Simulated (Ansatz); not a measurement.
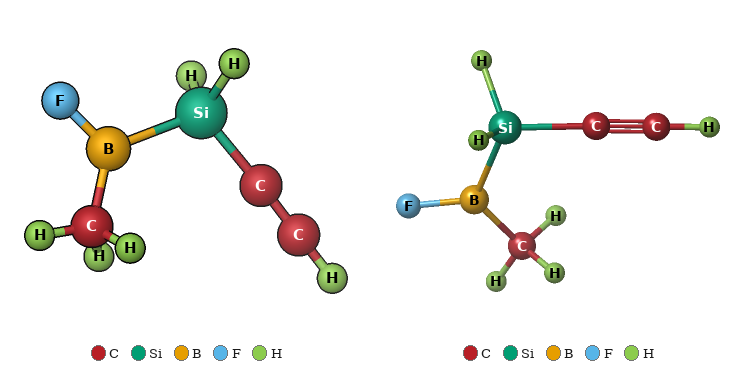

Two views of one molecule.

What is the molecular formula?

C3H6BFSi, 12 atoms: 3 carbon, 6 hydrogen, 1 boron, 1 fluorine and 1 silicon.

What is the point group of this geometry?

Cs.

How many atoms are distinct by symmetry?

10: 1 C, 1 C, 1 Si, 1 B, 1 C, 1 F, 1 H, 2 H, 2 H, 1 H.

Name functional groups in it.

Among them: alkyne, Si–H bond.

Write the SMILES.

C#C[SiH2]B(C)F

More results for the same structure follow; atom numbers are the same in all pictures, views and colours differ. Computed geometry: PBE0-D4/def2-TZVP optimisation. No frequency run is at hand to confirm it as a minimum.

### Shape

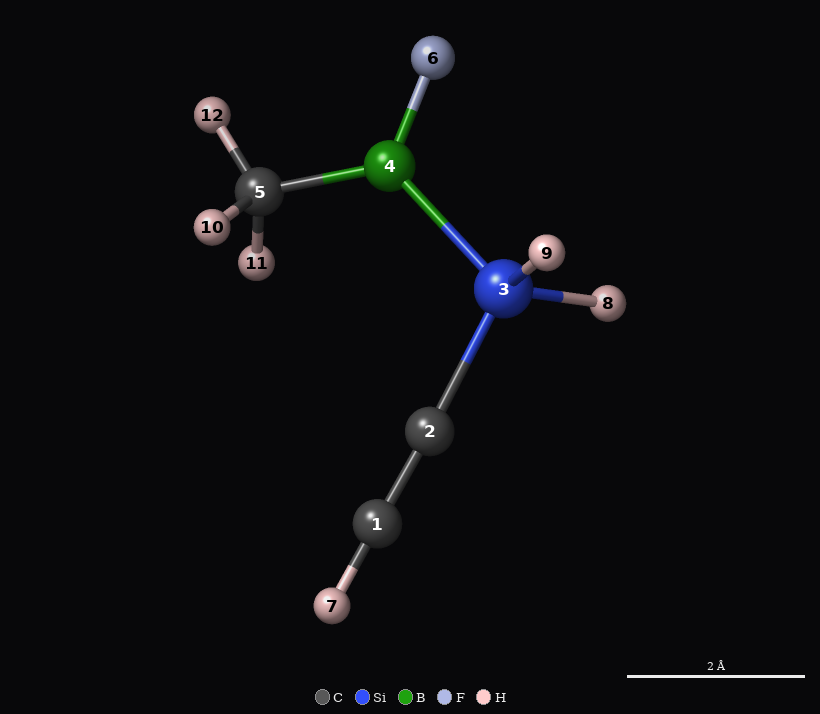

No frequency run is at hand to confirm it as a minimum.

What is the geometry at C2?

C2 has 2 neighbours (C1 at 1.21, Si3 at 1.83 Å); the arrangement is linear.

What is the geometry at B4?

B4 has 3 neighbours (Si3 at 2.05, C5 at 1.55, F6 at 1.33 Å); the arrangement is trigonal planar.

How are the neighbours of atom 5 arranged?

C5 has 4 neighbours (B4 at 1.55, H10 at 1.10, H11 at 1.10, H12 at 1.09 Å); the arrangement is tetrahedral.

Describe the coordination of atom 1.

C1 has 2 neighbours (C2 at 1.21, H7 at 1.07 Å); the arrangement is linear.

What is the dihedral angle C2–Si3–B4–F6?

180° in size, that is anti.

### Levels of theory compared

No frequency run is at hand to confirm it as a minimum. Program: Ansatz 0.2.0.

Tabulate HOMO energy (eV) at these levels: B3LYP-D4/def2-TZVPP; PBE-D4/def2-TZVPP; PBE0-D4/def2-TZVPP; r2SCAN-D4/def2-TZVPP; ωB97M-V/def2-TZVPP; ωB97X-V/def2-TZVPP.

| level | HOMO energy (eV) |
| --- | --- |
| B3LYP-D4/def2-TZVPP | −7.49 |
| PBE-D4/def2-TZVPP | −6.45 |
| PBE0-D4/def2-TZVPP | −7.68 |
| r2SCAN-D4/def2-TZVPP | −6.69 |
| ωB97M-V/def2-TZVPP | −9.82 |
| ωB97X-V/def2-TZVPP | −9.99 |

### Dipole moment

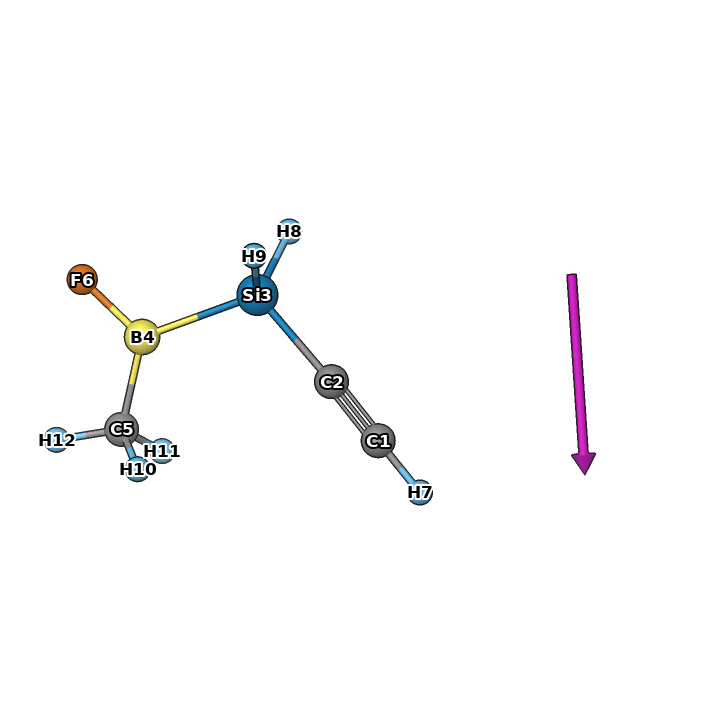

The arrow beside the molecule shows the direction of the dipole moment, from the negative to the positive end (its length means nothing). No frequency run is at hand to confirm it as a minimum. Level of theory: RKS r2SCAN-D4/def2-TZVPP (Ansatz 0.2.0).

How large is the dipole moment?

1.61 D; it points from the side of H8, H9 to the side of H7 (the outermost atoms at the two ends).

### Charges

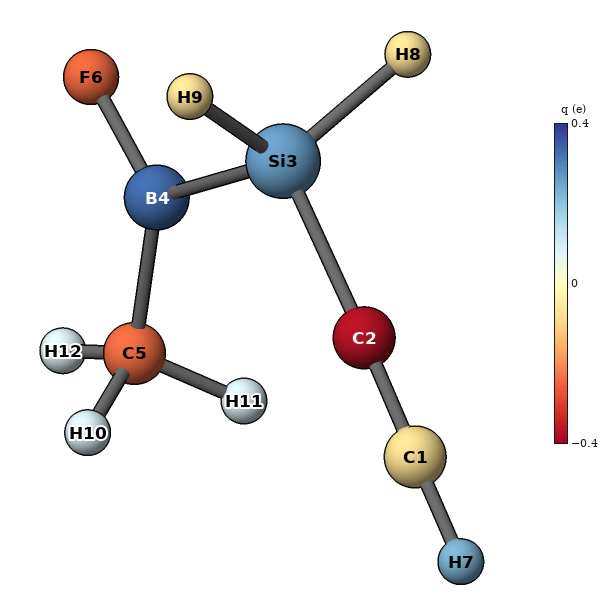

Atoms are coloured by their Mulliken charges. No frequency run is at hand to confirm it as a minimum. Method: RKS r2SCAN-D4/def2-TZVPP (Ansatz 0.2.0).

Give the Mulliken charges atom by atom.

```json
{"atom": "C1", "value (e)": "−0.07"}
{"atom": "C2", "value (e)": "−0.36"}
{"atom": "Si3", "value (e)": "0.25"}
{"atom": "B4", "value (e)": "0.33"}
{"atom": "C5", "value (e)": "−0.24"}
{"atom": "F6", "value (e)": "−0.24"}
{"atom": "H7", "value (e)": "0.22"}
{"atom": "H8", "value (e)": "−0.07"}
{"atom": "H9", "value (e)": "−0.07"}
{"atom": "H10", "value (e)": "0.08"}
{"atom": "H11", "value (e)": "0.08"}
{"atom": "H12", "value (e)": "0.08"}
```

Mulliken values depend strongly on the basis set and can even reverse the polarity of a bond.
